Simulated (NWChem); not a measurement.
**AlSi2H7O2 (SMILES [SiH3][O][AlH][O][SiH3]) at 3 levels**

We compute a comparison of 3 runs (HF/def2-SVP, BLYP/6-31+G*, PBE0/def2-SVP) of AlSi2H7O2. 

The calculation is run with NWChem 7.3.0.

### Step 1. The molecule

AlSi2H7O2: 12 atoms, total charge 0, spin state singlet. SMILES: `[SiH3][O][AlH][O][SiH3]`. The coordinates come from a PBE0-D4/def2-TZVP relaxation. This is one conformer, not always the lowest.

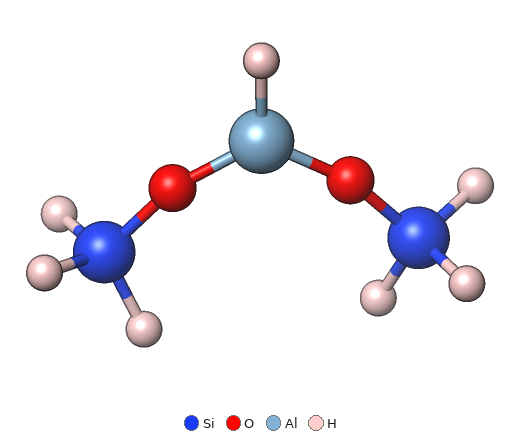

The structure, seen from a chosen angle (silicon blue, oxygen red, aluminium light blue, hydrogen pink).

### Step 2. Energy and gradient at HF/def2-SVP (run 1)

File nw.nw:

```
start nw
memory 2200 mb
charge 0
geometry units atomic noautosym nocenter noautoz
  Si -4.72809476  1.31128096  0.32919029
  O  -2.02578641  1.38346850  1.78919269
  Al  1.02782204  1.00212176  2.54942951
  O   2.97915324 -0.47999044  0.53876092
  Si  4.12111473 -1.95756729 -1.90106448
  H  -6.75161350  0.53403660  2.11573737
  H  -5.33261815  3.86165534 -0.68275805
  H  -4.65704106 -0.51608420 -1.80714509
  H   2.05299846  2.02616435  5.12607109
  H   6.47344581 -0.68786031 -2.76429138
  H   4.71675641 -4.61527811 -1.21150342
  H   2.26918313 -1.96588209 -4.01755774
end
basis spherical bse
  * library def2-SVP
end
scf
  thresh 1e-08
  maxiter 80
  noprint "final vectors analysis"
end
task scf gradient
```

The run is started by

```sh
$ nwchem nw.nw > nw.out
```

The log of the run:

```text
[...]
  functions       =   117
[...]
  wavefunction    = RHF
[...]
         Total SCF energy =   -973.408149189653
      One-electron energy =  -2017.338204974578
      Two-electron energy =    709.318625949000
 Nuclear repulsion energy =    334.611429835925
        Time for solution =     25.9s
[...]
                         RHF ENERGY GRADIENTS
    atom               coordinates                        gradient
                 x          y          z           x          y          z
   1 Si     -4.728095   1.311281   0.329190    0.008314  -0.001271   0.001950
   2 O      -2.025786   1.383469   1.789193   -0.002702   0.000983   0.000208
   3 Al      1.027822   1.002122   2.549430   -0.003158  -0.003236  -0.008058
   4 O       2.979153  -0.479990   0.538761    0.002393  -0.001202  -0.000870
   5 Si      4.121115  -1.957567  -1.901064   -0.005440   0.004143   0.005286
   6 H      -6.751614   0.534037   2.115737   -0.001028  -0.000502   0.002090
   7 H      -5.332618   3.861655  -0.682758    0.000137   0.002218  -0.000273
   8 H      -4.657041  -0.516084  -1.807145    0.000269  -0.001364  -0.001524
   9 H       2.052998   2.026164   5.126071    0.000490   0.000492   0.001226
  10 H       6.473446  -0.687860  -2.764291    0.001860   0.001471   0.000072
  11 H       4.716756  -4.615278  -1.211503    0.000376  -0.001805   0.001328
[...]
```

Wall time 34 s (1 thread of Intel Xeon Platinum 8259CL at 2.50GHz (Skylake/Cascade Lake), shared host); peak memory 0.1 GiB.

### Step 3. Energy and forces at BLYP/6-31+G(d) (spherical functions) (run 2)

File nw.nw:

```
echo
start nw
memory total 2200 mb

geometry units angstrom noautosym nocenter noautoz
   Si    -2.502000     0.693900     0.174200
   O     -1.072000     0.732100     0.946800
   Al     0.543900     0.530300     1.349100
   O      1.576500    -0.254000     0.285100
   Si     2.180800    -1.035900    -1.006000
   H     -3.572800     0.282600     1.119600
   H     -2.821900     2.043500    -0.361300
   H     -2.464400    -0.273100    -0.956300
   H      1.086400     1.072200     2.712600
   H      3.425600    -0.364000    -1.462800
   H      2.496000    -2.442300    -0.641100
   H      1.200800    -1.040300    -2.126000
end

basis spherical bse
   * library 6-31+G*
end

dft
   xc becke88 lyp
   mult 1
   grid fine
   convergence energy 1e-08
   maxiter 100
   mulliken
   noprint "final vectors analysis"
end

task dft gradient
```

The run is started by

```sh
$ nwchem nw.nw > nw.out
```

The log of the run:

```text
[...]
          Wavefunction type:  closed shell.
          No. of atoms     :    12
          No. of electrons :    64
[...]
          Charge           :     0
          Spin multiplicity:     1
[...]
          AO basis - number of functions:   116
[...]
              XC Information
              --------------
                    Becke 1988 Exchange Functional  1.000
              Lee-Yang-Parr Correlation Functional  1.000
[...]
 d= 0,ls=0.0,diis     1   -975.9997700243 -1.31D+03  2.38D-02  1.29D+00     8.0
[...]
 d= 0,ls=0.0,diis    10   -976.1435468866 -8.16D-10  1.47D-07  6.53D-10    62.5
         Total DFT energy =     -976.143546886578
      One electron energy =    -2017.819373713563
           Coulomb energy =      787.468804552814
    Exchange-Corr. energy =      -80.404431478854
 Nuclear repulsion energy =      334.611453753026
[...]
  wavefunction    = closed shell
                         DFT ENERGY GRADIENTS
    atom               coordinates                        gradient
                 x          y          z           x          y          z
   1 Si     -4.728094   1.311281   0.329190    0.019291   0.000026   0.009124
   2 O      -2.025786   1.383468   1.789193   -0.001891  -0.002673  -0.005883
   3 Al      1.027822   1.002122   2.549429   -0.007047  -0.007108  -0.017846
   4 O       2.979153  -0.479990   0.538761   -0.002900  -0.001970  -0.005796
   5 Si      4.121114  -1.957567  -1.901064   -0.009019   0.010180   0.016454
   6 H      -6.751613   0.534037   2.115737    0.002954   0.001029  -0.002108
   7 H      -5.332618   3.861655  -0.682758    0.001082  -0.003308   0.001518
   8 H      -4.657041  -0.516084  -1.807145    0.000465   0.002308   0.002983
   9 H       2.052998   2.026164   5.126071   -0.000965  -0.000960  -0.002418
  10 H       6.473445  -0.687860  -2.764291   -0.003166  -0.001461   0.001431
  11 H       4.716756  -4.615278  -1.211503   -0.000877   0.003625  -0.000605
[...]
```

Wall time 83 s (1 thread of Intel Xeon Platinum 8259CL at 2.50GHz (Skylake/Cascade Lake), shared host); peak memory 0.14 GiB.

### Step 4. Energy and forces at PBE0/def2-SVP (run 3)

File run.py:

```python
from ase import Atoms
from ase.calculators.nwchem import NWChem

molecule = Atoms(['Si', 'O', 'Al', 'O', 'Si', 'H', 'H', 'H', 'H', 'H', 'H', 'H'], positions=[
    [-2.502000, 0.693900, 0.174200],
    [-1.072000, 0.732100, 0.946800],
    [0.543900, 0.530300, 1.349100],
    [1.576500, -0.254000, 0.285100],
    [2.180800, -1.035900, -1.006000],
    [-3.572800, 0.282600, 1.119600],
    [-2.821900, 2.043500, -0.361300],
    [-2.464400, -0.273100, -0.956300],
    [1.086400, 1.072200, 2.712600],
    [3.425600, -0.364000, -1.462800],
    [2.496000, -2.442300, -0.641100],
    [1.200800, -1.040300, -2.126000],
])

calc = NWChem(
    label='mol',
    theory='dft',
    memory='2200 mb',
    basis='def2-SVP',
    basispar='spherical bse',
    dft={'xc': 'pbe0', 'mult': '1', 'grid': 'fine', 'convergence': 'energy 1e-08', 'iterations': '100', 'mulliken': None},
)
molecule.calc = calc

forces = molecule.get_forces()
print(f"energy = {molecule.get_potential_energy():.6f} eV")
print("forces (eV/A):")
for s, f in zip(molecule.symbols, forces):
    print(f"{s:2s} {f[0]:10.5f} {f[1]:10.5f} {f[2]:10.5f}")
print("dipole (e A):", molecule.get_dipole_moment().round(4))
```

The run is started by

```sh
$ export ASE_NWCHEM_COMMAND="nwchem PREFIX.nwi > PREFIX.nwo"
$ python run.py
```

The log of the run:

```text
energy = -26540.218032 eV
forces (eV/A):
Si   -0.60925    0.01872   -0.27099
O     0.27238    0.05281    0.24312
Al    0.19314    0.19726    0.49278
O    -0.04283    0.16980    0.32093
Si    0.30128   -0.32494   -0.49936
H    -0.12876   -0.04119    0.06824
H    -0.06063    0.12516   -0.06906
H    -0.02011   -0.09683   -0.12341
H     0.01424    0.01394    0.03564
H     0.12547    0.04556   -0.07179
H     0.04093   -0.14851    0.00483
H    -0.08582   -0.01188   -0.13092
dipole (e A): [0.0004 0.0003 0.0019]
```

The calculator wrote mol.nwi:

```
title "mol"

permanent_dir mol

scratch_dir mol

start mol

geometry units angstrom nocenter noautosym noautoz
  Si -2.5019999999999998e+00 6.9389999999999996e-01 1.7419999999999999e-01
  O  -1.0720000000000001e+00 7.3209999999999997e-01 9.4679999999999997e-01
  Al 5.4390000000000005e-01 5.3029999999999999e-01 1.3491000000000000e+00
  O  1.5765000000000000e+00 -2.5400000000000000e-01 2.8510000000000002e-01
  Si 2.1808000000000001e+00 -1.0359000000000000e+00 -1.0060000000000000e+00
  H  -3.5728000000000000e+00 2.8260000000000002e-01 1.1195999999999999e+00
  H  -2.8218999999999999e+00 2.0434999999999999e+00 -3.6130000000000001e-01
  H  -2.4643999999999999e+00 -2.7310000000000001e-01 -9.5630000000000004e-01
  H  1.0864000000000000e+00 1.0722000000000000e+00 2.7126000000000001e+00
  H  3.4256000000000002e+00 -3.6399999999999999e-01 -1.4628000000000001e+00
  H  2.4960000000000000e+00 -2.4422999999999999e+00 -6.4110000000000000e-01
  H  1.2008000000000001e+00 -1.0403000000000000e+00 -2.1259999999999999e+00
end

memory 2200 mb

basis spherical bse noprint
   * library def2-SVP
end

dft
  xc pbe0
  mult 1
  grid fine
  convergence energy 1e-08
  iterations 100
  mulliken
end

task dft gradient
```

mol.nwo:

```text
Northwest Computational Chemistry Package (NWChem) 7.3.0
             --------------------------------------------------------

           Job information
           ---------------

    nwchem branch   = 7.3.0
    use scalapack   = T
    input           = mol.nwi
    prefix          = mol.
    data base       = mol/mol.db
    status          = startup
    nproc           =        1

           Memory information
           ------------------

    heap     =     72089596 doubles =      550.0 Mbytes
    stack    =     72089601 doubles =      550.0 Mbytes
    global   =    144179200 doubles =     1100.0 Mbytes (distinct from heap & stack)
    total    =    288358397 doubles =     2200.0 Mbytes
    verify   = yes
    hardfail = no

[... 112 lines left out ...]
  convergence criterion.
[... 40 lines left out ...]
          Spatial weights used:  Erf1
[... 72 lines left out ...]
         Total DFT energy =     -975.335031008085
[... 3 lines left out ...]
 Nuclear repulsion energy =      334.611453753025
[... 897 lines left out ...]
          Convergence on gradient requested:  5.00D-04
[... 27 lines left out ...]
          total energy or number of iterations.
[... 26 lines left out ...]
                         DFT ENERGY GRADIENTS

    atom               coordinates                        gradient
                 x          y          z           x          y          z
   1 Si     -4.728094   1.311281   0.329190    0.011848  -0.000364   0.005270
   2 O      -2.025786   1.383468   1.789193   -0.005297  -0.001027  -0.004728
   3 Al      1.027822   1.002122   2.549429   -0.003756  -0.003836  -0.009583
[... 8 lines of this table left out ...]
  12 H       2.269183  -1.965882  -4.017557    0.001669   0.000231   0.002546

                 ----------------------------------------
                 |  Time  |  1-e(secs)   |  2-e(secs)   |
                 ----------------------------------------
                 |  CPU   |       0.02   |       5.52   |
                 ----------------------------------------
                 |  WALL  |       0.02   |       5.52   |
                 ----------------------------------------

 Task  times  cpu:       39.2s     wall:       39.2s
 Total times  cpu:       39.2s     wall:       39.2s
```

Wall time 41 s (1 thread of Intel Xeon Platinum 8259CL at 2.50GHz (Skylake/Cascade Lake), shared host); peak memory 0.14 GiB.

### Step 5. The series

```csv
run,level,iteration cap,module,energy (Eh),dipole moment (D),largest force (eV/Å),wall time
1,HF/def2-SVP,80,scf,-973.408149,0.06,0.475,34 s
2,BLYP/6-31+G* (spherical functions),100,dft,-976.143547,0.03,1.098,83 s
3,PBE0/def2-SVP,100,dft,-975.335031,0.01,0.668,41 s
```

### Step 6. Outcome

```
                       quantity          value
            run 3: total energy  -975.33503 Eh
           run 3: dipole moment         0.01 D
             run 3: HOMO energy       -8.60 eV
             run 3: LUMO energy       -0.30 eV
           run 3: HOMO–LUMO gap        8.30 eV
run 3: largest force on an atom     0.668 eV/Å
```

The dipole moment (its size) runs from 0.01 D (PBE0/def2-SVP) to 0.06 D (HF/def2-SVP). The two dipoles point in opposite directions. Totals of different functionals can't be ranked against each other. All runs together took 2.6 min, the longest 83 s.
